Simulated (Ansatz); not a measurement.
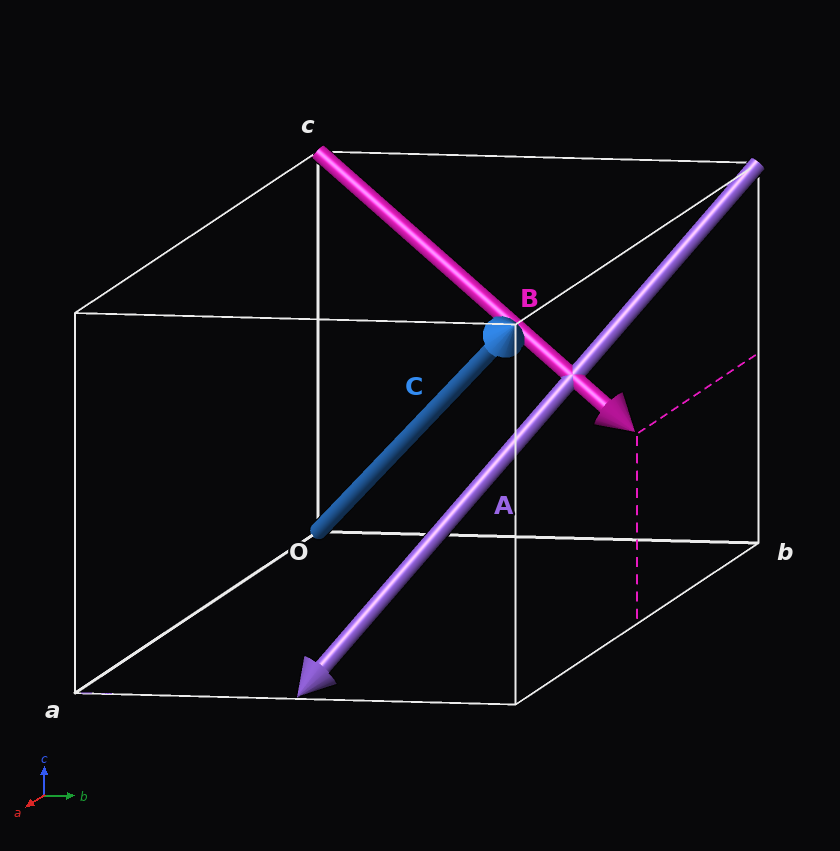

For MgC8, the geometry relaxed with DFT PBE, scalar-relativistic, plane waves, PAW in Ansatz 0.2.0; the starting structure was generated, so it need not be a known form of this composition: each arrow starts at a corner of the unit cell and ends on its surface; where a tip isn't a corner, dashed lines run from it parallel to the axes. Geometry calculated from the standardised cell; symmetry tolerance 0.002 Å.

a = 6.336 Å, b = 6.336 Å, c = 6.068 Å, α = 90.00°, β = 90.00°, γ = 120.00°.

> Index the directions.

Arrow A runs from (0, 1, 1) to (1, 1/2, 0), so [2 −1 −2], in four indices [5 −4 −1 −6]; Arrow B runs from (0, 0, 1) to (1/2, 1, 1/2), so [1 2 −1], in four indices [0 1 −1 −1]; Arrow C runs from (0, 0, 0) to (1, 1, 1), so [1 1 1], in four indices [1 1 −2 3].

> How long is the vector ua + vb + wc in each case, and what angles do the directions make?

A 20.695 Å; B 12.540 Å; C 8.773 Å. A–B: 87.0°. A–C: 107.2°. B–C: 77.7°.

> In No. 191, P6/mmm, how many directions are equivalent to A (Laue class 6/mmm, both senses counted)?

24.
